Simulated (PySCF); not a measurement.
# C$_{4}$H$_{8}$OSi: one change and its effect

System: C$_{4}$H$_{8}$OSi.
Method of run A: TDDFT PBE0/def2-TZVP, vertical, gas phase, core orbitals frozen in the response (PySCF 2.14.0).

The geometry comes from this level: PBE0-D3(BJ)/def2-SVP. Text and figures count atoms from 1; the logs count them from 0 in places.

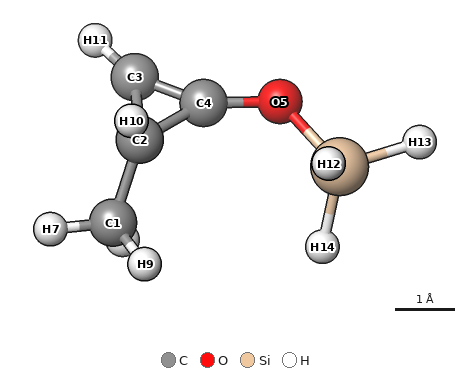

Figure 1. The input geometry (ball-and-stick view, seen at a tilt; atoms are numbered from 1 in the order of the input). Bond lengths as drawn: C–C 1.30 to 1.53 Å, C–H 1.09 to 1.11 Å, C–O 1.33 Å, H–Si 1.48 to 1.49 Å and O–Si 1.69 Å.

### Input file, run A
```
{"job": {"kind": "uv", "xc": "PBE0", "basis": "def2-TZVP"}, "charge": 0, "multiplicity": 1}
C      1.803929     1.660426     0.014796
C      0.879986     0.856624     0.906687
C      1.197753    -0.583152     1.312946
C      0.237435    -0.405522     0.459797
O     -0.703282    -0.921399    -0.318835
Si    -1.575324     0.045446    -1.403758
H      2.571379     2.184042     0.607951
H      2.320595     1.008577    -0.706981
H      1.250791     2.428169    -0.552298
H      0.337911     1.486767     1.637131
H      1.841943    -1.202751     1.928331
H     -2.225126     1.171589    -0.675415
H     -2.587171    -0.864695    -1.996552
H     -0.658728     0.580522    -2.450943
```

The first line tells a small driver script what to run in PySCF; the rest is the geometry in Å.

Command:
```bash
OMP_NUM_THREADS=1 python <driver script> task.json out
```

Hardware: 1 CPU thread, shared host.

### Output (run A)
```
coarse grid: 12016 points
cycle   1  E = -521.5214492797  dE =  7.619e-01  |g| = 6.201e-01  |ddm| = 2.878e+00
cycle   2  E = -521.4561920467  dE =  6.526e-02  |g| = 8.665e-01  |ddm| = 1.347e+00
cycle   3  E = -521.5930860814  dE = -1.369e-01  |g| = 1.258e-01  |ddm| = 8.708e-01
cycle   4  E = -521.5956115954  dE = -2.526e-03  |g| = 5.397e-02  |ddm| = 1.160e-01
cycle   5  E = -521.5962335282  dE = -6.219e-04  |g| = 1.902e-02  |ddm| = 5.383e-02
cycle   6  E = -521.5963162281  dE = -8.270e-05  |g| = 4.543e-03  |ddm| = 1.846e-02
cycle   7  E = -521.5963208172  dE = -4.589e-06  |g| = 8.960e-04  |ddm| = 4.293e-03
final grid: 110944 points
cycle   8  E = -521.5868632902  dE = -3.629e-05  |g| = 8.779e-03  |ddm| = 5.591e-02
cycle   9  E = -521.5868413230  dE =  2.197e-05  |g| = 1.368e-02  |ddm| = 1.435e-02
cycle  10  E = -521.5868781303  dE = -3.681e-05  |g| = 1.688e-03  |ddm| = 9.500e-03
cycle  11  E = -521.5868787211  dE = -5.908e-07  |g| = 3.823e-04  |ddm| = 1.573e-03
cycle  12  E = -521.5868787480  dE = -2.684e-08  |g| = 1.823e-04  |ddm| = 4.172e-04
cycle  13  E = -521.5868787560  dE = -7.991e-09  |g| = 2.233e-05  |ddm| = 1.632e-04
cycle  14  E = -521.5868787561  dE = -1.130e-10  |g| = 6.881e-06  |ddm| = 3.785e-05
converged SCF energy = -521.5868787561

Static polarisability (au): isotropic 74.550, principal 61.383 73.445 88.823

Singlet excitations
state   eV       nm        f      main configurations
  1   5.3476    231.9   0.00052   H->L 0.99
  2   6.2370    198.8   0.12632   H->L+1 0.92
  3   6.7006    185.0   0.01706   H-1->L 0.91
  4   6.7692    183.2   0.00824   H->L+2 0.92
  5   6.8127    182.0   0.00259   H-1->L+1 0.91
  6   7.0025    177.1   0.01568   H->L+3 0.90
  7   7.3888    167.8   0.00673   H->L+4 0.95
  8   7.6678    161.7   0.01778   H->L+5 0.74, H->L+7 0.14
  9   7.7578    159.8   0.01438   H->L+6 0.48, H-2->L+1 0.30, H->L+5 0.10
 10   7.8681    157.6   0.01567   H-2->L+1 0.46, H->L+6 0.33, H-2->L 0.09

Triplet excitations (Tamm-Dancoff, eV): 4.3026 5.2313 6.3707 6.4875
```

The input of run B differs as follows (lines with − go, lines with + come):
```diff
-"basis": "def2-TZVP"
+"basis": "6-31G*"
```

What does this change do to the results?

The total energy of run B is 78.3 kcal/mol higher, which measures the change of basis and not a stability. The HOMO goes from −6.55 to −6.31 eV. The LUMO goes from −0.10 to 0.23 eV. The dipole moment goes from 0.98 to 1.10 D. The lowest excitation goes from 5.35 to 5.41 eV. The strongest computed line goes from 6.24 to 6.86 eV. The number of SCF iterations is the same. The basis functions go from 240 to 104.

### Output (run B)
```
coarse grid: 12016 points
cycle   1  E = -521.4492406008  dE =  7.825e-01  |g| = 5.829e-01  |ddm| = 3.433e+00
cycle   2  E = -521.3974399074  dE =  5.180e-02  |g| = 7.889e-01  |ddm| = 1.147e+00
cycle   3  E = -521.5194386111  dE = -1.220e-01  |g| = 1.115e-01  |ddm| = 6.880e-01
cycle   4  E = -521.5217334035  dE = -2.295e-03  |g| = 4.113e-02  |ddm| = 1.322e-01
cycle   5  E = -521.5220901134  dE = -3.567e-04  |g| = 1.744e-02  |ddm| = 5.058e-02
cycle   6  E = -521.5221640939  dE = -7.398e-05  |g| = 3.180e-03  |ddm| = 1.781e-02
cycle   7  E = -521.5221663550  dE = -2.261e-06  |g| = 8.104e-04  |ddm| = 3.383e-03
final grid: 110944 points
cycle   8  E = -521.4621069755  dE = -1.185e-05  |g| = 8.092e-03  |ddm| = 1.743e-02
cycle   9  E = -521.4620900156  dE =  1.696e-05  |g| = 1.219e-02  |ddm| = 1.764e-02
cycle  10  E = -521.4621215743  dE = -3.156e-05  |g| = 1.563e-03  |ddm| = 1.094e-02
cycle  11  E = -521.4621221354  dE = -5.611e-07  |g| = 2.500e-04  |ddm| = 1.525e-03
cycle  12  E = -521.4621221480  dE = -1.262e-08  |g| = 1.050e-04  |ddm| = 3.127e-04
cycle  13  E = -521.4621221508  dE = -2.800e-09  |g| = 1.548e-05  |ddm| = 1.126e-04
cycle  14  E = -521.4621221509  dE = -5.207e-11  |g| = 6.239e-06  |ddm| = 2.410e-05
converged SCF energy = -521.4621221509

Static polarisability (au): isotropic 62.677, principal 48.980 61.525 77.526

Singlet excitations
state   eV       nm        f      main configurations
  1   5.4058    229.4   0.00015   H->L 0.99
  2   6.6564    186.3   0.07855   H->L+1 0.56, H-1->L 0.41
  3   6.8632    180.7   0.08246   H-1->L 0.57, H->L+1 0.37
  4   7.1204    174.1   0.00466   H-1->L+1 0.95
  5   7.2978    169.9   0.00348   H->L+2 0.99
  6   7.8143    158.7   0.00124   H->L+3 0.96
  7   8.0801    153.4   0.04757   H-2->L 0.46, H-2->L+1 0.41
  8   8.1320    152.5   0.05679   H-2->L+1 0.48, H-2->L 0.43
  9   8.2792    149.8   0.01273   H-3->L 0.87
 10   8.5137    145.6   0.00765   H->L+4 0.95

Triplet excitations (Tamm-Dancoff, eV): 4.4151 5.2812 6.5658 6.6597
```

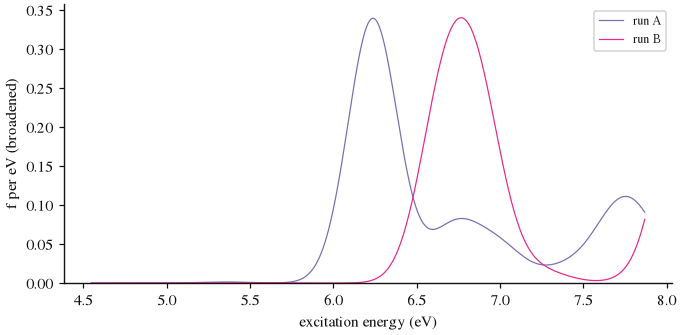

Figure 2. Absorption of the two runs from their computed states, each broadened by a Gaussian of 0.35 eV full width; the range ends where the shorter list of states ends.

### The two runs side by side

| quantity | run A | run B |
| --- | --- | --- |
| outcome | converged | converged |
| total energy (hartree) | −521.586879 | −521.462122 |
| HOMO (eV) | −6.55 | −6.31 |
| LUMO (eV) | −0.10 | 0.23 |
| dipole moment (D) | 0.98 | 1.10 |
| lowest excitation (eV) | 5.35 | 5.41 |
| SCF iterations | 14 | 14 |
| strongest computed line (eV) | 6.24 | 6.86 |
| basis functions | 240 | 104 |
| wall time (shared host) | 45 s | 13 s |
